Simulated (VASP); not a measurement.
Band structure of Pr (relaxed from the dhcp structure, space group P6_3/mmc). Method: PBEsol GGA, VASP's PBE PAW potentials (set 64) (plane waves; VASP).

The 4f electrons are frozen in the core of the lanthanide potential, so 4f levels, which can set the real gap, and their magnetism are missing.

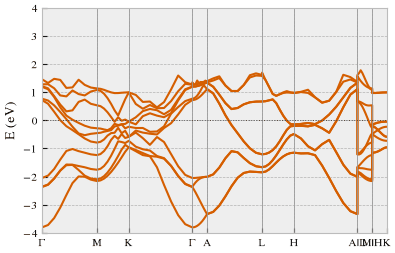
Figure: Bands along high-symmetry lines, zero at the valence-band maximum or, without a gap, the Fermi level

Q: Read the plot: is there a gap, and where are the band edges?

A: It has no gap at this level: it comes out as a metal or semimetal. (Edges off the drawn lines would not show.)

The structure was generated: Pr was put into the dhcp type (P6_3/mmc), which need not be its known phase. It was relaxed first.
